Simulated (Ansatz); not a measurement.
## Run report: C$_{2}$H$_{2}$ClFSi, geometry relaxation

System: C$_{2}$H$_{2}$ClFSi.
Method: UKS PBE0/def2-SVP (Ansatz 0.2.0).

It belongs to a series of runs on one base structure; here: end point A relaxed. Figures and captions count atoms from 1; the log counts them from 0 in places.

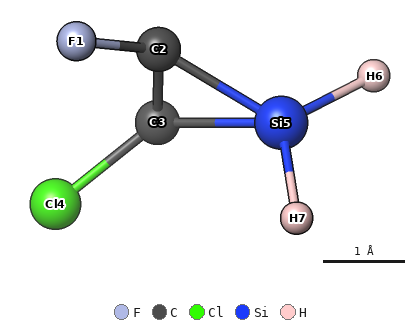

**Figure 1.** The structure as given in the input (ball-and-stick view, seen at a tilt; atoms are numbered from 1 in the order of the input). Bond lengths as drawn: C–C 1.35 Å, C–Cl 1.64 Å, C–F 1.41 Å, C–Si 1.78 to 1.80 Å and H–Si 1.48 to 1.51 Å.

Summary:

```tsv
quantity	value
outcome	converged
total energy	−25198.6069 eV
mean-field energy	−25198.6069 eV
largest force (length of the vector) at the end	0.016 eV/Å
hardware	2 threads of Arm Neoverse V1, 24 GiB of memory available, shared host
wall time	30 s (CPU time 59 s)
peak memory	0.25 GiB
```

Input:
```yaml
crystal:
  periodic: [false, false, false]
  atoms:
    - { symbol: F, position_ang: [1.1902, -1.4442, 1.088] }
    - { symbol: C, position_ang: [0.2324, -0.4324, 0.9029] }
    - { symbol: C, position_ang: [-0.7937, -0.5316, 0.0249] }
    - { symbol: Cl, position_ang: [-1.0961, -1.8945, -0.8437] }
    - { symbol: Si, position_ang: [0.1511, 0.9886, -0.1598] }
    - { symbol: H, position_ang: [-0.6181, 2.1983, 0.3197] }
    - { symbol: H, position_ang: [0.9955, 1.0477, -1.3777] }
magnetization:
  spin_polarized: true
basis:
  gaussian: { orbitals: def2-SVP }
hamiltonian:
  xc: pbe0
relax:
  f_tol: 0.02
  max_steps: 50
output:
  orbitals: {}
```

Command:
```bash
ansatz run input.yaml --threads 2 --pin off --max-ram 3072MiB --backend cpu --events-out ev --progress --plain --runs-dir out
```

Output:
```
The last accepted step is kept in [file] (removed where the run ends without a failure and the disk answers)
Engine: ansatz 0.2.0, aarch64-unknown-linux-gnu
Functional definition: PBE0
  parameter a = 0.25
  parameter kappa = 0.804
  parameter beta = 0.06672455060314922
  exchange = (1 - a)*pbe_x(kappa = kappa, mu = beta*pi^2/3) + a*exact_x
  correlation = pbe_c(beta = beta)
926 factors; integrals over basis functions are off by at most 2.9e-4 eV
mean field evaluation 1: about -25194.1997 eV, gradient 2.6e1 eV
mean field evaluation 2: about -25191.9338 eV, gradient 3.2e1 eV
mean field evaluation 4: about -25197.4067 eV, gradient 2.0e0 eV
mean field evaluation 8: about -25197.4456 eV, gradient 5.9e-2 eV
mean field evaluation 16: about -25197.4456 eV, gradient 5.6e-5 eV
mean field -25197.44557977 eV, -925.9890456144 hartree, gradient 5.6e-5 eV, S^2 0.000000; 0 other end points of the search recorded, 0 dependent functions left out
the calculation of the forces begins
reference -25197.44560012 eV, -925.9890463623 hartree; 27, 27 occupied and 61, 61 virtual orbitals, 926 factors
relax step   1: F+E_penalty+E_count = -25197.44557977 eV  Δ(F+E_penalty+E_count) = +0.000e0 eV  max|allowed force component| = 2.619e0 eV/Å  Δτ_max = 0.0000 Å  (32 SCF iters, accepted)
these checks for a lower state are left out or cut short: starts, cluster_reference, orbital_swaps, neighbouring_geometries, increment
926 factors; integrals over basis functions are off by at most 2.8e-4 eV
mean field -25198.00071730 eV, -926.0094465423 hartree, gradient 2.3e-5 eV, S^2 0.000000; 0 other end points of the search recorded, 0 dependent functions left out
the calculation of the forces begins
reference -25198.00073775 eV, -926.0094472940 hartree; 27, 27 occupied and 61, 61 virtual orbitals, 926 factors
relax step   2: F+E_penalty+E_count = -25198.00071730 eV  Δ(F+E_penalty+E_count) = -5.551e-1 eV  max|allowed force component| = 1.849e0 eV/Å  Δτ_max = 0.1528 Å  (34 SCF iters, accepted)
these checks for a lower state are left out or cut short: starts, cluster_reference, orbital_swaps, neighbouring_geometries, increment
926 factors; integrals over basis functions are off by at most 2.7e-4 eV
mean field -25198.39678113 eV, -926.0240016198 hartree, gradient 1.6e-5 eV, S^2 0.000000; 0 other end points of the search recorded, 0 dependent functions left out
the calculation of the forces begins
reference -25198.39680211 eV, -926.0240023907 hartree; 27, 27 occupied and 61, 61 virtual orbitals, 926 factors
relax step   3: F+E_penalty+E_count = -25198.39678113 eV  Δ(F+E_penalty+E_count) = -3.961e-1 eV  max|allowed force component| = 6.371e-1 eV/Å  Δτ_max = 0.1954 Å  (37 SCF iters, accepted)
these checks for a lower state are left out or cut short: starts, cluster_reference, orbital_swaps, neighbouring_geometries, increment
926 factors; integrals over basis functions are off by at most 2.3e-4 eV
mean field evaluation 32: about -25197.1878 eV, gradient 1.4e1 eV
mean field -25198.55343086 eV, -926.0297583911 hartree, gradient 1.6e-5 eV, S^2 0.000000; 0 other end points of the search recorded, 0 dependent functions left out
the calculation of the forces begins
reference -25198.55345184 eV, -926.0297591622 hartree; 27, 27 occupied and 61, 61 virtual orbitals, 926 factors
relax step   4: F+E_penalty+E_count = -25198.55343086 eV  Δ(F+E_penalty+E_count) = -1.566e-1 eV  max|allowed force component| = 8.879e-1 eV/Å  Δτ_max = 0.2000 Å  (37 SCF iters, accepted)
these checks for a lower state are left out or cut short: starts, cluster_reference, orbital_swaps, neighbouring_geometries, increment
926 factors; integrals over basis functions are off by at most 2.3e-4 eV
mean field -25198.59361750 eV, -926.0312352228 hartree, gradient 2.1e-5 eV, S^2 0.000000; 0 other end points of the search recorded, 0 dependent functions left out
the calculation of the forces begins
reference -25198.59363847 eV, -926.0312359934 hartree; 27, 27 occupied and 61, 61 virtual orbitals, 926 factors
relax step   5: F+E_penalty+E_count = -25198.59361750 eV  Δ(F+E_penalty+E_count) = -4.019e-2 eV  max|allowed force component| = 4.053e-1 eV/Å  Δτ_max = 0.0991 Å  (31 SCF iters, accepted)
these checks for a lower state are left out or cut short: starts, cluster_reference, orbital_swaps, neighbouring_geometries, increment
926 factors; integrals over basis functions are off by at most 2.3e-4 eV
mean field -25198.60633288 eV, -926.0317025047 hartree, gradient 1.4e-5 eV, S^2 0.000000; 0 other end points of the search recorded, 0 dependent functions left out
the calculation of the forces begins
reference -25198.60635390 eV, -926.0317032768 hartree; 27, 27 occupied and 61, 61 virtual orbitals, 926 factors
relax step   6: F+E_penalty+E_count = -25198.60633288 eV  Δ(F+E_penalty+E_count) = -1.272e-2 eV  max|allowed force component| = 5.045e-2 eV/Å  Δτ_max = 0.0447 Å  (35 SCF iters, accepted)
these checks for a lower state are left out or cut short: starts, cluster_reference, orbital_swaps, neighbouring_geometries, increment
926 factors; integrals over basis functions are off by at most 2.3e-4 eV
mean field -25198.60679693 eV, -926.0317195579 hartree, gradient 1.5e-5 eV, S^2 0.000000; 0 other end points of the search recorded, 0 dependent functions left out
the calculation of the forces begins
reference -25198.60681794 eV, -926.0317203300 hartree; 27, 27 occupied and 61, 61 virtual orbitals, 926 factors
relax step   7: F+E_penalty+E_count = -25198.60679693 eV  Δ(F+E_penalty+E_count) = -4.640e-4 eV  max|allowed force component| = 3.291e-2 eV/Å  Δτ_max = 0.0174 Å  (35 SCF iters, accepted)
these checks for a lower state are left out or cut short: starts, cluster_reference, orbital_swaps, neighbouring_geometries, increment
926 factors; integrals over basis functions are off by at most 2.3e-4 eV
mean field evaluation 64: about -25198.6069 eV, gradient 2.9e-4 eV
mean field -25198.60687538 eV, -926.0317224412 hartree, gradient 1.2e-5 eV, S^2 0.000000; 0 other end points of the search recorded, 0 dependent functions left out
the calculation of the forces begins
reference -25198.60689639 eV, -926.0317232133 hartree; 27, 27 occupied and 61, 61 virtual orbitals, 926 factors
relax step   8: F+E_penalty+E_count = -25198.60687538 eV  Δ(F+E_penalty+E_count) = -7.846e-5 eV  max|allowed force component| = 1.158e-2 eV/Å  Δτ_max = 0.0045 Å  (28 SCF iters, accepted)
```

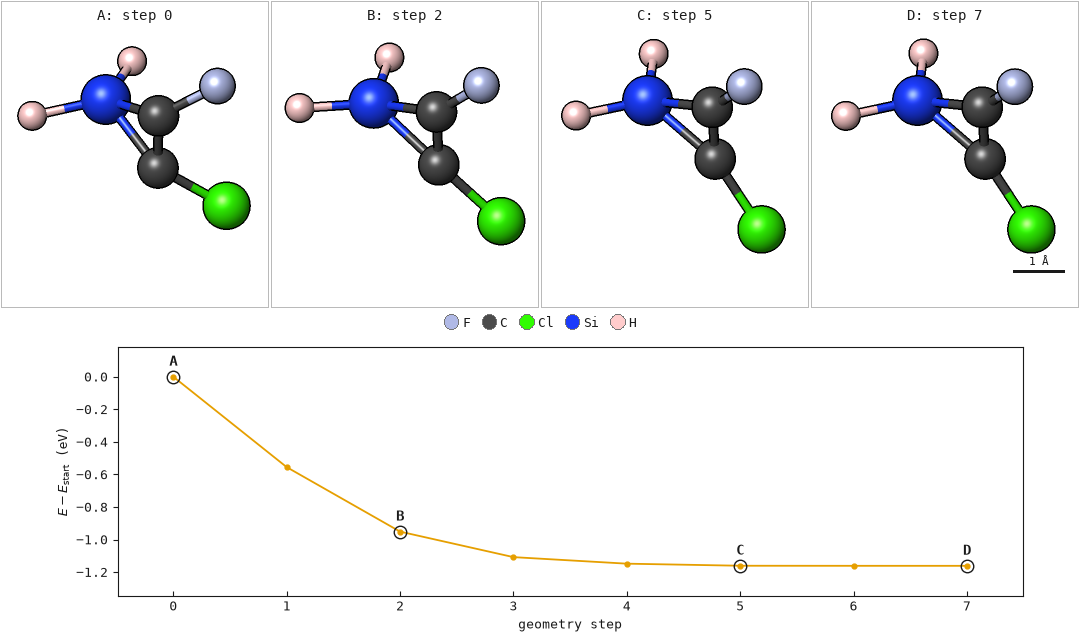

**Figure 2.** Frames of the relaxation (ball-and-stick view, seen at an oblique angle) above the curves, on which the letters mark them (the first geometry is step 0 here and step 1 in the log).

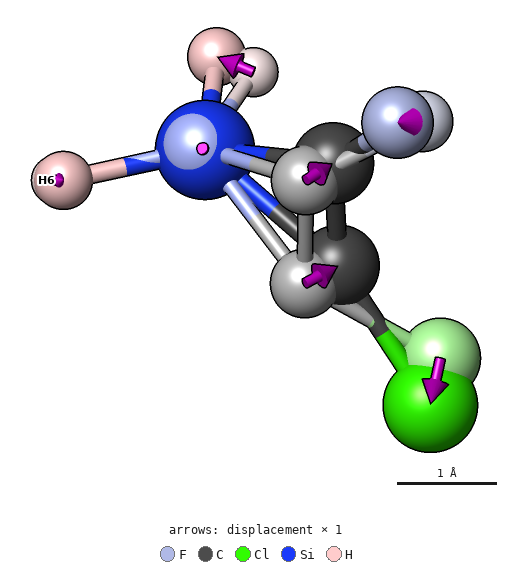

**Figure 3.** Start (faint) and end (solid) with the displacements as pink arrows, at true length (ball-and-stick view, seen at an oblique angle). The two geometries are laid on each other by the best rigid fit. The largest move after the best rigid fit is that of Cl4, 0.49 Å. Largest moves by element: Cl 0.49 Å, F 0.46 Å, C 0.43 Å, H 0.41 Å, Si 0.10 Å. Among the contacts that change: F1–C2 1.405 → 1.311 Å, C3–Cl4 1.644 → 1.702 Å, C2–Si5 1.776 → 1.824 Å, C3–Si5 1.799 → 1.840 Å. Among the angles that change: F1–C2–Si5 133.3° → 153.7°, C2–C3–Cl4 122.9° → 138.6°, Cl4–C3–Si5 138.0° → 153.4°. After 7 geometry steps the energy has fallen by 1.161 eV. The largest force component goes from 2.6 to 0.012 eV/Å. (Atoms are counted from 1 in the order of the input.)

```
926 factors; integrals over basis functions are off by at most 2.3e-4 eV
mean field -25198.60687538 eV, -926.0317224412 hartree, gradient 1.2e-5 eV, S^2 0.000000; 1 other end points of the search recorded, 0 dependent functions left out
the calculation of the forces begins
reference -25198.60689639 eV, -926.0317232133 hartree; 27, 27 occupied and 61, 61 virtual orbitals, 926 factors
Total energy: -25198.60689639 eV, -926.0317232133 hartree
Atom 0 at     1.118950    -1.309659     1.519944 Å, force    -0.000659     0.001805     0.000223 eV/Å
Atom 1 at     0.476159    -0.575770     0.643552 Å, force    -0.005206    -0.003993    -0.008139 eV/Å
Atom 2 at    -0.520298    -0.744044    -0.226422 Å, force     0.010059     0.005532     0.011581 eV/Å
Atom 3 at    -1.568248    -1.981252    -0.742845 Å, force    -0.001724    -0.000003    -0.002591 eV/Å
Atom 4 at     0.136725     0.974225    -0.255760 Å, force    -0.000296    -0.002861    -0.003273 eV/Å
Atom 5 at    -0.599394     2.108364     0.372295 Å, force     0.000519    -0.000187    -0.001466 eV/Å
Atom 6 at     1.017407     1.460036    -1.356464 Å, force    -0.002692    -0.000294     0.003665 eV/Å
Dipole moment:     0.031815     0.323070    -0.091282 e Å
```

Trajectory as extended XYZ (Å, eV, eV/Å), 8 frames, from step=1 to step=8:
```
7
Properties=species:S:1:pos:R:3:forces:R:3 step=1 energy=-25197.44558
F     1.1902   -1.4442    1.0880   -1.8063   1.7741   0.4642
C     0.2324   -0.4324    0.9029    1.8066  -2.6195  -0.3388
C    -0.7937   -0.5316    0.0249    1.2341  -0.0962   1.3185
Cl   -1.0961   -1.8945   -0.8437   -1.1130  -1.6680  -1.1081
Si    0.1511    0.9886   -0.1598   -1.0147   2.2441  -0.0019
H    -0.6181    2.1983    0.3197    0.7330   0.0336  -0.3112
H     0.9955    1.0477   -1.3777    0.1602   0.3319  -0.0227
7
Properties=species:S:1:pos:R:3:forces:R:3 step=2 energy=-25198.00072
F     1.1893   -1.4177    1.1900   -1.4029   1.3910   0.1921
C     0.2534   -0.4690    0.8513    1.4874  -1.8492  -0.3394
C    -0.7693   -0.6282   -0.0100    1.0223   0.2884   0.4342
Cl   -1.1745   -2.0157   -0.8566   -0.7687  -0.7011  -0.4100
Si    0.0721    0.9929   -0.1925   -0.4246   1.0700   0.2699
H    -0.4944    2.2867    0.3351    0.1615  -0.2630  -0.2152
H     0.9848    1.1829   -1.3629   -0.0751   0.0639   0.0684
7
Properties=species:S:1:pos:R:3:forces:R:3 step=3 energy=-25198.39678
F     1.1750   -1.3856    1.3380   -0.1213   0.3174   0.3233
C     0.3539   -0.5276    0.7672    0.2055  -0.3079  -0.4469
C    -0.6671   -0.6973   -0.0761    0.1060  -0.0404  -0.5743
Cl   -1.3578   -2.0834   -0.8589    0.0351   0.6371   0.4378
Si    0.0633    1.0143   -0.1948    0.0599  -0.4077   0.0349
H    -0.4886    2.2994    0.3260   -0.1383  -0.1752   0.0922
H     0.9826    1.3121   -1.3471   -0.1469  -0.0234   0.1330
7
Properties=species:S:1:pos:R:3:forces:R:3 step=4 energy=-25198.55343
F     1.1757   -1.2790    1.5072   -0.5191  -0.1468  -0.3359
C     0.4300   -0.5934    0.6653    0.2174   0.7792  -0.1106
C    -0.5784   -0.7200   -0.2084    0.3555  -0.8879   0.3886
Cl   -1.5309   -2.0094   -0.7984   -0.1410   0.1156  -0.0173
Si    0.1137    0.9687   -0.2368    0.2028   0.2595   0.0445
H    -0.5551    2.1539    0.3775   -0.0606  -0.0911  -0.0058
H     1.0063    1.4112   -1.3522   -0.0551  -0.0284   0.0366
7
Properties=species:S:1:pos:R:3:forces:R:3 step=5 energy=-25198.59362
F     1.1279   -1.2968    1.5053    0.0606  -0.0267   0.1122
C     0.4743   -0.5638    0.6370    0.3053  -0.0830   0.2631
C    -0.5161   -0.7426   -0.2237   -0.3178   0.2401  -0.3192
Cl   -1.5764   -1.9682   -0.7426    0.0419  -0.0157   0.0112
Si    0.1399    0.9899   -0.2537   -0.1179  -0.4053  -0.0081
H    -0.6301    2.0898    0.3871    0.0694   0.1228  -0.0616
H     1.0419    1.4237   -1.3550   -0.0415   0.1678   0.0025
7
Properties=species:S:1:pos:R:3:forces:R:3 step=6 energy=-25198.60633
F     1.1180   -1.3011    1.5279   -0.0151  -0.0062  -0.0414
C     0.4759   -0.5754    0.6432    0.0001   0.0015   0.0311
C    -0.5198   -0.7452   -0.2273    0.0069  -0.0047  -0.0061
Cl   -1.5675   -1.9806   -0.7522    0.0147   0.0188   0.0233
Si    0.1367    0.9743   -0.2566   -0.0131  -0.0504   0.0184
H    -0.5920    2.1059    0.3829   -0.0107   0.0165  -0.0175
H     1.0101    1.4539   -1.3635    0.0172   0.0247  -0.0078
7
Properties=species:S:1:pos:R:3:forces:R:3 step=7 energy=-25198.60680
F     1.1223   -1.3087    1.5178    0.0045  -0.0227   0.0208
C     0.4759   -0.5768    0.6433    0.0297   0.0328   0.0114
C    -0.5213   -0.7441   -0.2245   -0.0280  -0.0068  -0.0329
Cl   -1.5704   -1.9798   -0.7427    0.0003  -0.0022   0.0001
Si    0.1370    0.9735   -0.2554   -0.0088   0.0007   0.0020
H    -0.6023    2.1075    0.3689    0.0025   0.0011   0.0056
H     1.0201    1.4603   -1.3531   -0.0003  -0.0029  -0.0070
7
Properties=species:S:1:pos:R:3:forces:R:3 step=8 energy=-25198.60688
F     1.1189   -1.3097    1.5199   -0.0007   0.0018   0.0002
C     0.4762   -0.5758    0.6436   -0.0052  -0.0040  -0.0081
C    -0.5203   -0.7440   -0.2264    0.0101   0.0055   0.0116
Cl   -1.5682   -1.9813   -0.7428   -0.0017   0.0000  -0.0026
Si    0.1367    0.9742   -0.2558   -0.0003  -0.0029  -0.0033
H    -0.5994    2.1084    0.3723    0.0005  -0.0002  -0.0015
H     1.0174    1.4600   -1.3565   -0.0027  -0.0003   0.0037
```

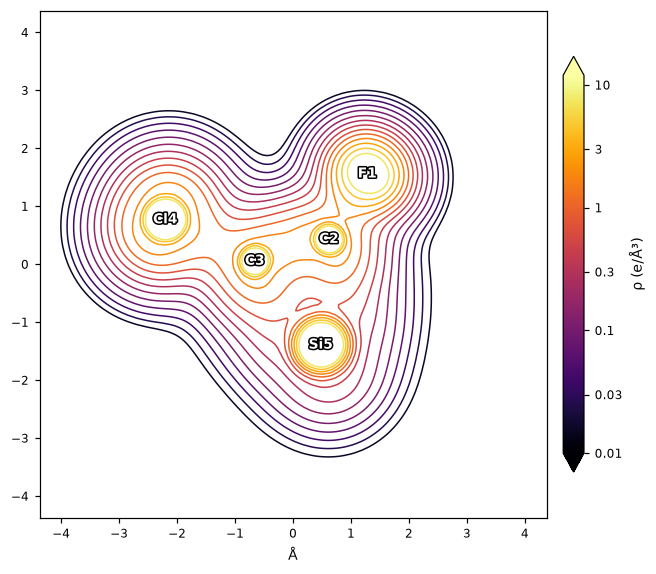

**Figure 4.** Total electron density on the plane of atoms F1, C2 and C3. C–F (1.31 Å): ρ at the midpoint is about 2.5 e/Å³. C–Si (1.82 Å): ρ at the midpoint is about 0.86 e/Å³.

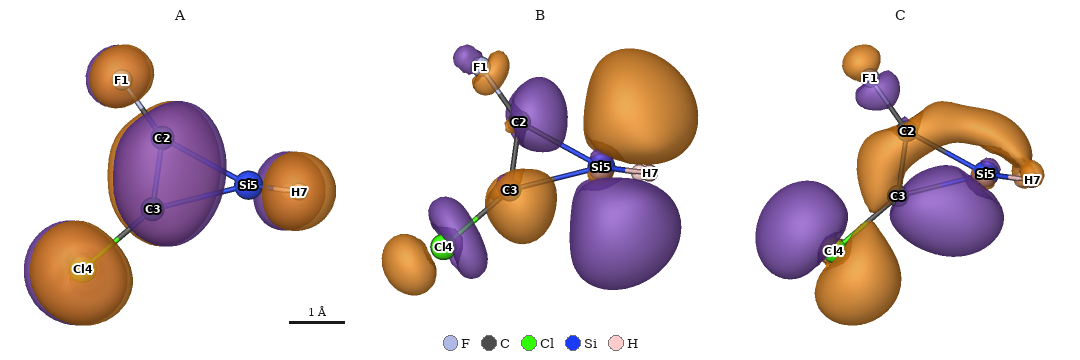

**Figure 5.** Three frontier orbitals at ±0.1 Å⁻³ᐟ² (orange and purple are the two phases). C is the HOMO−1 (α) (−8.24 eV). By Hirshfeld shares it lies mainly on Cl4 (50 %), C3 (20 %) and Si5 (20 %). A is the HOMO (α) (−7.63 eV). It lies mainly on Cl4 (30 %), C2 (25 %), C3 (20 %), Si5 (10 %) and F1 (10 %). B is the LUMO (α) (−0.47 eV). It lies mainly on Si5 (60 %), C3 (10 %) and C2 (10 %). The HOMO–LUMO gap is 7.16 eV between the orbital energies.

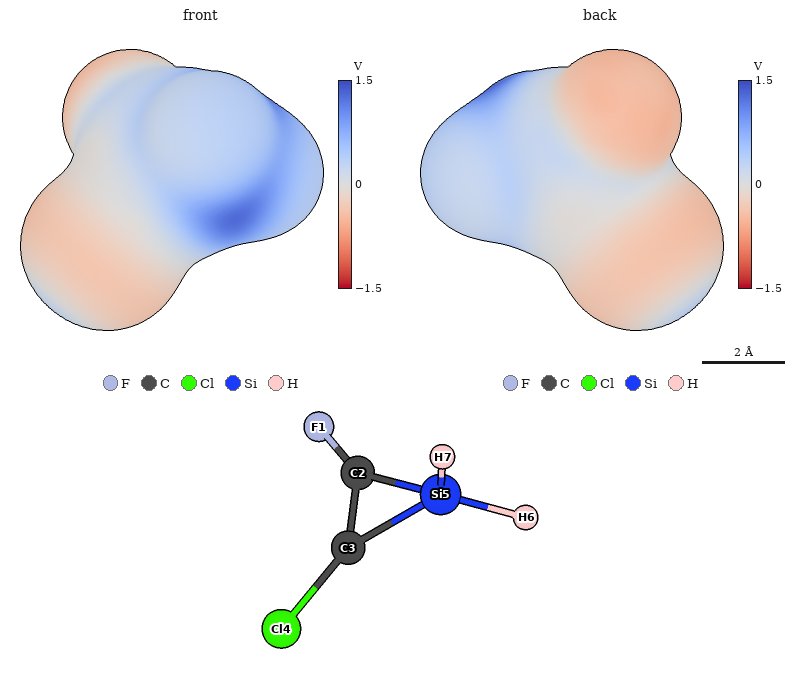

**Figure 6.** The molecular electrostatic potential painted on the density surface at 0.001 e/bohr³, seen at a tilt and from behind; the colour scale runs from red (negative) to blue (positive). The bare structure is drawn below in the same view.
